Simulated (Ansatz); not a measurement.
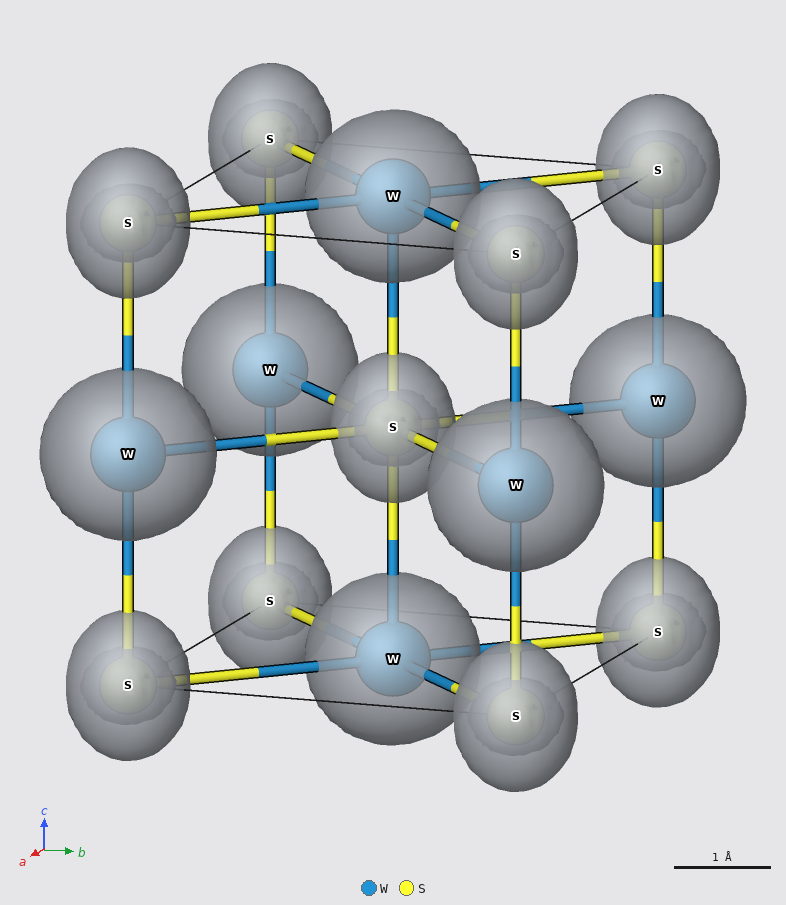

Figure. WS. Isosurface of the valence charge density (pseudo) at 1 e/Å³ (grey), seen slightly off an axis. Sticks mark near contacts.

Space group I4/mmm; a generated structure, not necessarily the stable one; computed pressure about −23 GPa in this cell.

All numbers below come from Kohn-Sham DFT of a periodic cell, PBE0, spin-orbit coupling, Ansatz PAW in Ansatz 0.2.0.

Core electrons are frozen (PAW), and the valence fields are smoothed inside the atomic spheres.

**Which contacts does the surface bridge?**

At this value the density breaks into separate islands; it holds about 50 % of the electrons treated as valence (semicore included). It bridges none of the near contacts. It is pinched off along the sampled W–S (2.47 Å) contacts. On the grid the lowest density along these lines, outside the cores, is 0.48 e/Å³ (W–S, 2.47 Å).
